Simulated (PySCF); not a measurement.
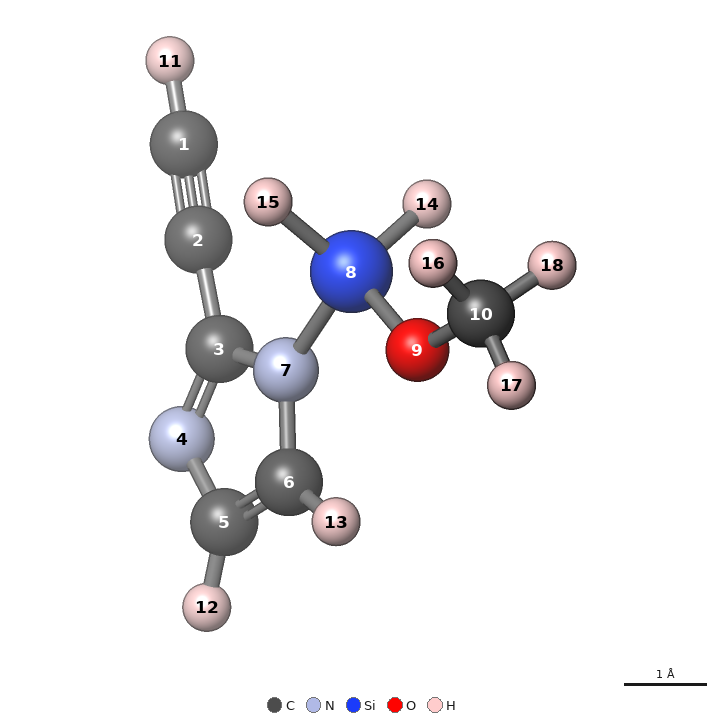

Orthographic view. Atoms fade into the background with distance from the viewer. The computed structure is the end point of a PBE0-D3(BJ)/def2-SVP optimisation. No frequency run is at hand to confirm it as a minimum.

Write a MOL file (V2000) with the atoms in numerical order, bonds sorted by atom number with the orders drawn, and coordinates in the frame of the picture: x right, y up, z towards the viewer, origin at the mean position.

```
C6H8N2OSi
                    3D

 18 18  0  0  0  0  0  0  0  0999 V2000
   -1.6500    2.3100   -2.3200 C   0  0  0  0  0  0  0  0  0  0  0  0
   -1.4700    1.1400   -2.0300 C   0  0  0  0  0  0  0  0  0  0  0  0
   -1.2100   -0.2000   -1.6200 C   0  0  0  0  0  0  0  0  0  0  0  0
   -1.6800   -1.3000   -2.1700 N   0  0  0  0  0  0  0  0  0  0  0  0
   -1.1600   -2.3200   -1.4300 C   0  0  0  0  0  0  0  0  0  0  0  0
   -0.3600   -1.8300   -0.4200 C   0  0  0  0  0  0  0  0  0  0  0  0
   -0.4000   -0.4600   -0.5400 N   0  0  0  0  0  0  0  0  0  0  0  0
    0.4000    0.7500    0.4900 Si  0  0  0  0  0  4  0  0  0  0  0  0
    1.2100   -0.2100    1.5700 O   0  0  0  0  0  0  0  0  0  0  0  0
    1.9800    0.2400    2.6500 C   0  0  0  0  0  0  0  0  0  0  0  0
   -1.8200    3.3300   -2.5900 H   0  0  0  0  0  0  0  0  0  0  0  0
   -1.3700   -3.3600   -1.6700 H   0  0  0  0  0  0  0  0  0  0  0  0
    0.2100   -2.3100    0.3600 H   0  0  0  0  0  0  0  0  0  0  0  0
    1.3200    1.5800   -0.3300 H   0  0  0  0  0  0  0  0  0  0  0  0
   -0.6200    1.6000    1.1600 H   0  0  0  0  0  0  0  0  0  0  0  0
    1.4000    0.8500    3.3600 H   0  0  0  0  0  0  0  0  0  0  0  0
    2.3600   -0.6400    3.2000 H   0  0  0  0  0  0  0  0  0  0  0  0
    2.8600    0.8300    2.3200 H   0  0  0  0  0  0  0  0  0  0  0  0
  1  2  3  0
  1 11  1  0
  2  3  1  0
  3  4  2  0
  3  7  1  0
  4  5  1  0
  5  6  2  0
  5 12  1  0
  6  7  1  0
  6 13  1  0
  7  8  1  0
  8  9  1  0
  8 14  1  0
  8 15  1  0
  9 10  1  0
 10 16  1  0
 10 17  1  0
 10 18  1  0
M  END
```
